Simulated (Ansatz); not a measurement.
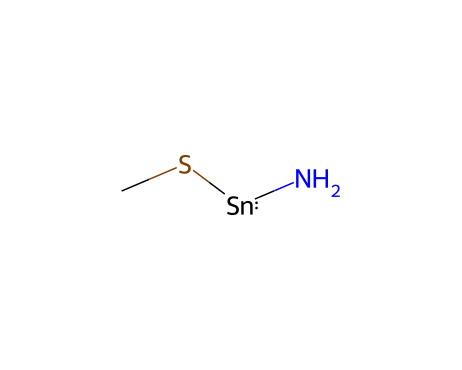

The picture comes from a calculation with Ansatz.

2D structure.

**Transcribe the drawing into SMILES.**

C[S][Sn][NH2]

**What is the molecular formula?**

CH5NSSn.
